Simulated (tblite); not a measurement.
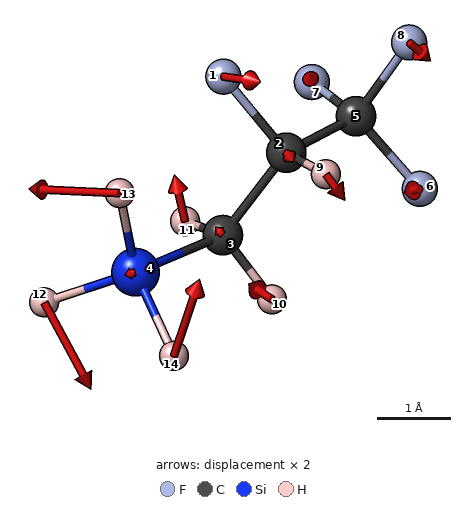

A relaxation of C3H6F4Si. The starting structure is drawn; red arrows show the displacements, magnified 2 times. The two geometries are superimposed by the best rigid fit.

Style: ball-and-stick. Shown from a free direction.

Level of theory: GFN2-xTB geometry optimisation, gas phase in tblite 0.8.0. 

Which element moves most?

Hydrogen: up to 0.79 Å, against 0.41 Å for fluorine.

What happened in the run?

After 114 geometry steps the energy has fallen by 8.27 kcal/mol. The atom that moves furthest after the best rigid fit is H13 (0.79 Å). Largest moves by element: H 0.79 Å, F 0.41 Å, C 0.11 Å, Si 0.08 Å. Near-neighbour distances that change, for instance: C5–F8 1.394 → 1.337 Å, C3–Si4 1.873 → 1.914 Å, C3–H10 1.126 → 1.089 Å, C2–C5 1.502 → 1.535 Å. Among the angles between lasting bonds that change: C2–C5–F8 106.1° → 112.6°, C2–C3–H11 114.7° → 108.5°, Si4–C3–H10 105.9° → 111.0°. Groups turn about C3–Si4 by about 40°.
